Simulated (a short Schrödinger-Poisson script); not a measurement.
Structure: MOS inversion layer, SiO2 on p-type Si(110), at 400 K.

```csv
layer,material,thickness (nm),Na (cm⁻³)
1,SiO2,3.7,-
2,Si,980,4.8e16
```

Constants are typed, rounded textbook-type inputs, not results; the design itself was drawn at random and stands for no fabricated device. SiO2: permittivity 3.9, conduction-band edge (eV) 3.15, gap (eV) 9, electron mass (mₑ) 0.5. Si: permittivity 11.7, conduction-band edge (eV) 0, gap (eV) 1.124, Nv at 300 K (cm⁻³) 3.1e19.

Channel valleys (confinement mass, in-plane density-of-states mass, number): Δ4 0.315, 0.324, 4; Δ2 0.19, 0.417, 2. At the gate the conduction-band edge of layer 1 lies 3.38 eV − eVg above the Fermi level of the channel; the field vanishes at the back. Gaps are held at their typed values at every temperature. Mesh 0.03 nm at interfaces.

Solved with a short Schrödinger-Poisson script written for these runs: 1D Poisson equation in equilibrium, electrons quantum, Hartree (BenDaniel-Duke, 12 states a valley, the channel's in-plane mass for all, wave functions ending at the dielectric), parabolic valleys, classical holes, full ionisation, no traps, pinning or gate leakage.

Only gate voltages with over 1e8 electrons/cm² are shown.

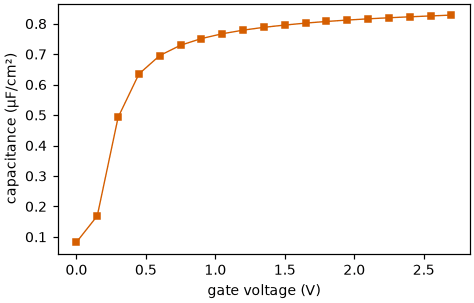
Figure. Quasi-static capacitance against gate voltage

```csv
Vg (V),electrons (cm⁻²),C (μF/cm²),Δ4 E0 (meV),Δ4 E1 (meV),Δ2 E0 (meV),Δ2 E1 (meV)
0,8.12e8,0.0826,376.8,412.4,385.6,427.4
0.15,3.11e10,0.169,248.7,287.8,258.4,304.2
0.3,3.10e11,0.493,166.5,210.9,177.9,229.0
0.45,8.38e11,0.635,129.3,180.3,142.9,199.9
0.6,1.46e12,0.696,107.6,164.8,123.5,185.7
0.75,2.12e12,0.729,92.5,155.4,110.5,177.3
0.9,2.82e12,0.751,81.0,148.9,101.0,171.7
1.05,3.53e12,0.767,71.6,144.2,93.5,167.7
1.2,4.25e12,0.779,63.7,140.6,87.4,164.7
1.35,4.98e12,0.788,56.8,137.8,82.2,162.4
1.5,5.73e12,0.796,50.8,135.5,77.8,160.6
1.65,6.47e12,0.802,45.4,133.7,74.0,159.1
1.8,7.23e12,0.807,40.5,132.1,70.6,157.9
1.95,7.98e12,0.812,35.9,130.8,67.5,156.9
2.1,8.75e12,0.816,31.7,129.7,64.8,156.0
2.25,9.51e12,0.820,27.8,128.8,62.3,155.3
2.4,1.03e13,0.823,24.2,127.9,59.9,154.7
2.55,1.11e13,0.826,20.7,127.2,57.8,154.1
2.7,1.18e13,0.828,17.4,126.6,55.8,153.7
```

Subbands count from the Fermi level.
